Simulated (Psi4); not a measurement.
# H2S (hydrogen sulfide) at FNO-CISD/6-311+G(d,p) (occ tolerance 1e-06)

Aim: the energy difference between two shapes of H2S (hydrogen sulfide) at FNO-CISD/6-311+G** (occ tolerance 1e-06), from 2 runs. 

Program for the calculation: Psi4 1.11.

5 further runs of the same task are left out: 2 that didn't finish, 3 set aside as unsound or not needed.

## 1. The structure to begin with

The species is H2S (3 atoms), meant as a singlet with charge 0. SMILES: `S`. The coordinates come from a PBE0-D4/def2-TZVP relaxation.

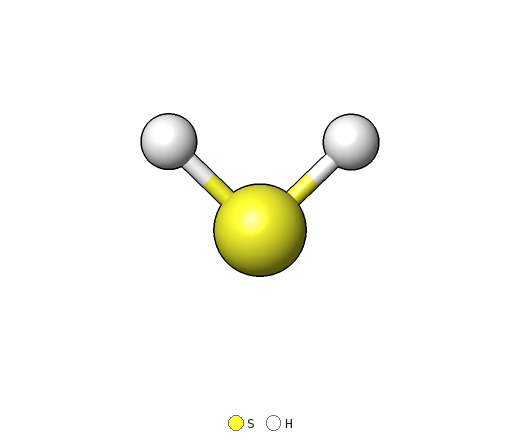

The structure, seen from a chosen angle (sulfur yellow, hydrogen white).

## 2. A single-point energy at FNO-CISD/6-311+G(d,p) (occ tolerance 1e-06)

Contents of job.json:

```json
{
  "schema_name": "qcschema_input",
  "schema_version": 1,
  "molecule": {
    "schema_name": "qcschema_molecule",
    "schema_version": 2,
    "symbols": ["S", "H", "H"],
    "geometry": [0.93635929, -0.53025715, 0.4609042, 0.18500419, 1.88537975, 0.30689152, -1.12136348, -1.3551226, -0.76779572],
    "molecular_charge": 0,
    "molecular_multiplicity": 1,
    "fix_symmetry": "c1"
  },
  "driver": "energy",
  "model": {
    "method": "fno-cisd",
    "basis": "6-311+G**"
  },
  "keywords": {
    "reference": "rhf",
    "scf_type": "pk",
    "occ_tolerance": 1e-06
  }
}
```

Command:

```
psi4 --qcschema job.json -n 1 --memory 1600MB
```

stdout:

```text
[...]
  Running in c1 symmetry.
[...]
  Nuclear repulsion =   12.899079527231992
[...]
  Multiplicity = 1
[...]
  Nalpha       = 9
  Nbeta        = 9
[...]
    Number of basis functions: 42
[...]
   @RHF iter   1:  -398.66468328867529   -2.41304e-01   6.53887e-03 ADIIS/DIIS
[...]
   @RHF iter   9:  -398.70189095250709   -4.43379e-12   6.16881e-09 DIIS
[...]
    Orbital Energies [Eh]
    ---------------------
    Doubly Occupied:
       1A    -91.967784     2A     -8.970590     3A     -6.652846
       4A     -6.652008     5A     -6.650113     6A     -0.983714
       7A     -0.591586     8A     -0.501047     9A     -0.384677
[...]
  @RHF Final Energy:  -398.70189095250709
   => Energetics <=
    Nuclear Repulsion Energy =             12.8990795272319918
    One-Electron Energy =                -576.4932107370404992
    Two-Electron Energy =                 164.8922402573014949
    Total Energy =                       -398.7018909525070285
[...]
 Multipole Moments:
 ------------------------------------------------------------------------------------
     Multipole            Electronic (a.u.)      Nuclear  (a.u.)        Total (a.u.)
 ------------------------------------------------------------------------------------
 L = 1.  Multiply by 2.5417464519 to convert [e a0] to [Debye]
 Dipole X            :          0.9788104           -1.4581145           -0.4793041
 Dipole Y            :         -0.5001023            0.7450325            0.2449301
 Dipole Z            :          0.0000000            0.0000000            0.0000000
 Magnitude           :                                                    0.5382594
[...]
      * MP2 total energy:                   -398.968188452232
[...]
      * SCS-MP2 total energy:                 -398.966569750904
[...]
      * MP2 total energy:                     -398.968188452232
[...]
      * CISD total energy:                    -398.973436851103
[...]
```

The result, in JSON:

```text
{
 "driver": "energy",
 "model": {
  "method": "fno-cisd",
  "basis": "6-311+G**"
 },
 "success": true,
 "return_result": -398.9734368511033,
 "properties": {
  "calcinfo_nbasis": 42,
  "calcinfo_nmo": 42,
  "calcinfo_nalpha": 9,
  "calcinfo_nbeta": 9,
  "calcinfo_natom": 3,
  "nuclear_repulsion_energy": 12.899079527231992,
  "return_energy": -398.9734368511033,
  "scf_one_electron_energy": -576.4932107370405,
  "scf_two_electron_energy": 164.8922402573015,
  "scf_dipole_moment": [-0.4793041424507285, 0.24493012672969117, 9.9707803237703e-16],
  "scf_total_energy": -398.7018909525071,
  "scf_iterations": 9,
  "mp2_same_spin_correlation_energy": -0.06332100146785186,
  "mp2_opposite_spin_correlation_energy": -0.20297649825655484,
  "mp2_singles_energy": 0.0,
  "mp2_doubles_energy": -0.2662974997244067,
  "mp2_correlation_energy": -0.2662974997244067,
  "mp2_total_energy": -398.9681884522315
 }
}
```

It took 3.3 s on 1 thread of Intel Xeon Platinum 8488C (Sapphire Rapids), shared host; peak memory 0.21 GiB.

## 3. The distorted shape, same level

Contents of calc.in:

```
memory 1.6 GB

molecule {
  S
  H 1 1.338104
  H 1 1.319904 2 93.88465
  units angstrom
  symmetry c1
}

set globals {
  basis         6-311+G**
  reference     rhf
  scf_type      pk
  occ_tolerance 1e-06
}

result, w = energy('fno-cisd', return_wfn=True)
```

Command:

```
psi4 -n 1 calc.in calc.out
```

calc.out:

```text
[...]
  Running in c1 symmetry.
[...]
  Nuclear repulsion =   13.014691198615722
[...]
  Multiplicity = 1
[...]
  Nalpha       = 9
  Nbeta        = 9
[...]
    Number of basis functions: 42
[...]
   @RHF iter   1:  -398.66506340197196   -2.28509e-01   6.53954e-03 DIIS/ADIIS
[...]
   @RHF iter   9:  -398.70200732890584   -4.77485e-12   6.64102e-09 DIIS
[...]
    Orbital Energies [Eh]
    ---------------------
    Doubly Occupied:
       1A    -91.965876     2A     -8.969282     3A     -6.651626
       4A     -6.650720     5A     -6.648809     6A     -0.986774
       7A     -0.598548     8A     -0.499222     9A     -0.384672
[...]
  @RHF Final Energy:  -398.70200732890584
   => Energetics <=
    Nuclear Repulsion Energy =             13.0146911986157221
    One-Electron Energy =                -576.7223386890045731
    Two-Electron Energy =                 165.0056401614829724
    Total Energy =                       -398.7020073289058359
[...]
 Multipole Moments:
 ------------------------------------------------------------------------------------
     Multipole            Electronic (a.u.)      Nuclear  (a.u.)        Total (a.u.)
 ------------------------------------------------------------------------------------
 L = 1.  Multiply by 2.5417464519 to convert [e a0] to [Debye]
 Dipole X            :          0.7624118           -1.1602824           -0.3978707
 Dipole Y            :          0.7302266           -1.1002024           -0.3699758
 Dipole Z            :         -0.0000000            0.0000000           -0.0000000
 Magnitude           :                                                    0.5433076
[...]
      * MP2 total energy:                   -398.968068743081
[...]
      * SCS-MP2 total energy:                 -398.966399332237
[...]
      * MP2 total energy:                     -398.968068743081
[...]
      * CISD total energy:                    -398.973352289062
[...]
```

Wall time 3.3 s (1 thread of Intel Xeon Platinum 8488C (Sapphire Rapids), shared host); peak memory 0.21 GiB.

## 4. Results

At FNO-CISD/6-311+G** (occ tolerance 1e-06):

```
                                              quantity          value
                             first shape: total energy  -398.97344 Eh
      first shape: HOMO energy (Hartree–Fock orbitals)      -10.47 eV
      first shape: LUMO energy (Hartree–Fock orbitals)        1.99 eV
    first shape: HOMO–LUMO gap (Hartree–Fock orbitals)       12.46 eV
                       first shape: correlation energy     -271.5 mEh
                         distorted shape: total energy  -398.97335 Eh
  distorted shape: HOMO energy (Hartree–Fock orbitals)      -10.47 eV
  distorted shape: LUMO energy (Hartree–Fock orbitals)        2.00 eV
distorted shape: HOMO–LUMO gap (Hartree–Fock orbitals)       12.46 eV
                   distorted shape: correlation energy     -271.3 mEh
                energy change with the atoms displaced       0.002 eV
```

**Reading.** With the atoms displaced the energy rises by 0.00 eV (0.2 kJ/mol). The first shape isn't relaxed at this level, so the change isn't measured from a minimum.
